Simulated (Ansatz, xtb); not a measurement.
Breaking the Cd1–H2 bond in CdH3N (SMILES [NH2][CdH]) (multiplicity 1 held, fragments rigid). Energies count from the point at 1.656 Å.
Geometry at that point (charge 0, multiplicity 1):
| atom | x (Å) | y (Å) | z (Å) |
|---|---|---|---|
| Cd | -0.1932 | -0.0408 | -0.2275 |
| H | -1.2093 | -0.2364 | -1.5204 |
| N | 1.1617 | 0.2684 | 1.2504 |
| H | 1.4991 | -0.5755 | 1.6986 |
| H | 0.8497 | 0.8903 | 1.9872 |

R- and RO- levels are restricted; in cc, def2 and unpolarised 6-31G sets they are followed outwards from rest. U- levels take the lowest unrestricted solution at each point, which mixes spins at long bonds. Active spaces are followed from a long bond inwards. Levels need not reach the same state.

Frozen-core correlation.

The values were computed with Ansatz (a program for electronic structure); xtb for the GFN methods. Each number belongs to the level named beside it. In def2 rows elements past Kr take small-core potentials, without spin–orbit coupling. The GFN methods have no spin term and hold the electronic entropy of 300 K.

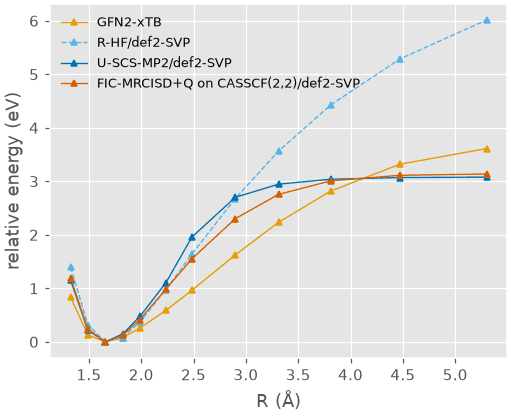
*Relative energy along the coordinate*

Question: Read off the FIC-MRCISD+Q on CASSCF(2,2)/def2-SVP curve at R = 2.898.

Answer: about 2.3 eV

Doubts at one or more of the structures used: a restricted determinant that unrestricted orbitals would lower (R-HF/def2-SVP); a spin-contaminated determinant (U-SCS-MP2/def2-SVP).
